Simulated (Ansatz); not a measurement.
## Computed scan of one atom of the cell: PbF2 (fluorite)

Starting cell, PbF2 (fluorite):

```xyz
3
Lattice="0.0000 3.0004 3.0004 3.0004 0.0000 3.0004 3.0004 3.0004 0.0000" Properties=species:S:1:pos:R:3 pbc="T T T"
Pb     0.0000     0.0000     0.0000
F      4.5006     4.5006     4.5006
F      1.5002     1.5002     1.5002
```

In this cell atom 1 (Pb, nearest neighbour F at 2.598 Å; its periodic images, 4.2 Å or more away, move with it) is moved by s towards the nearest neighbour, unit vector (-0.577, 0.577, 0.577); all other atoms and the cell stay fixed.

These are PBE (plane waves to 420 eV, PAW, scalar-relativistic; Ansatz, a program for electronic structure) values and carry that method's errors. k mesh 8×8×8 (Γ-centred), Fermi-Dirac smearing 0.05 eV. The energy includes the smearing's −TS. Stress and pressure are positive under compression. PbF2 was relaxed with its symmetry unable to fall. Spin-orbit coupling is left out, though Pb is heavy. ΔE is measured from the undisplaced structure.

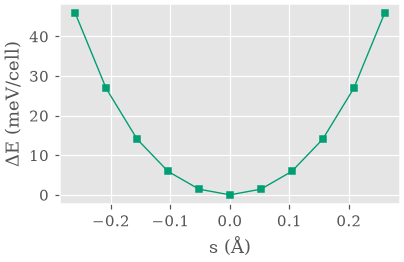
Figure. ΔE (meV/cell) against s (Å); markers are the computed points, lines only join them.

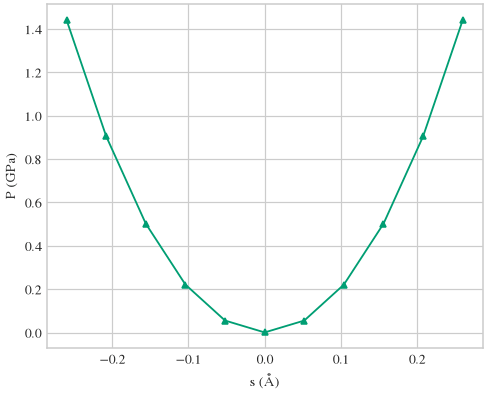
Fig. 1. P (GPa) against s (Å); one marker a computed point.

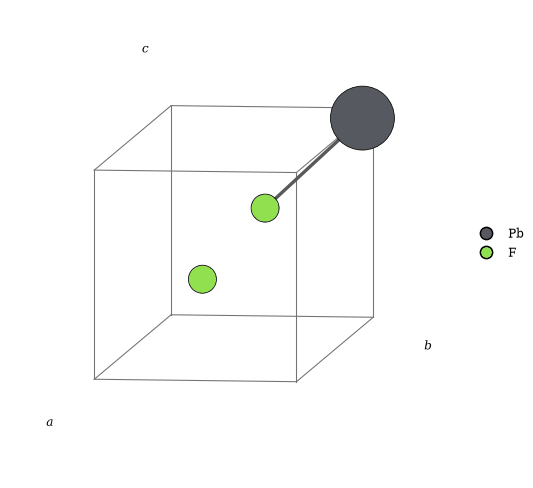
Figure. The cell of the calculation at s = 0.260 Å.

The force constant k = d²E/ds² at s = 0 (finite differences) is 1.05 eV/Å². The energy at s = 0.260 Å is 45.8 meV/cell and the force along the line at s = -0.260 Å is 0.437 eV/Å. Shape of the curve: a single well with its minimum at or next to zero displacement. Harmonic estimate at the end of the scan: ½ks² = 35.4 meV/cell against the computed 45.8 meV/cell, so the well is stiffer than harmonic there.

The forces along the line at the two nearest points give (0.056 − (-0.056)) / (2·0.052) = 1.08 eV/Å²; the next pair corrects for the finite step.

(A displaced cell: forces are minus the slopes of the energy, force constants its curvatures, and phonons follow from these.)
